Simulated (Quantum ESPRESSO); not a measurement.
# Carrying a functional's shift from two faces of V to a third

**Set-up.** Quantum ESPRESSO 7.5 (pw.x, pp.x), GBRV ultrasoft files, cold smearing of 0.02 Ry; slabs at the tabulated lattice constant, relaxed under PBE by Ansatz 0.2.0; both functionals on the same atoms. Work functions in eV.

| face | area an atom (Å²) | PBE | PBEsol |
| --- | --- | --- | --- |
| (110) | 6.45 | 4.734 | 4.825 |
| (100) | 9.12 | 3.697 | 3.773 |
| (111) | 15.80 | 3.740 | withheld |

To predict: What does PBEsol give for (111)?

By hand: The shifts from PBE are 4.825 − 4.734 = +0.091 eV and 3.773 − 3.697 = +0.076 eV, +0.084 eV in the mean. A rigid shift gives 3.740 + (+0.084) = 3.824 eV.

**Check.** 3.814 eV; the estimate misses by +0.010 eV. The shift is rigid within 0.03 eV, so differences between faces carry over.

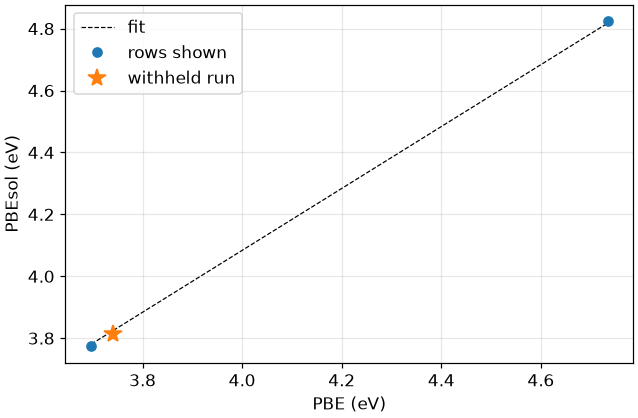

The rows shown, the fit and the withheld run.

Caveats: Thin, unreconstructed slabs; thickness and mesh leave some 0.05 to 0.1 eV open, which largely cancels in the shift.
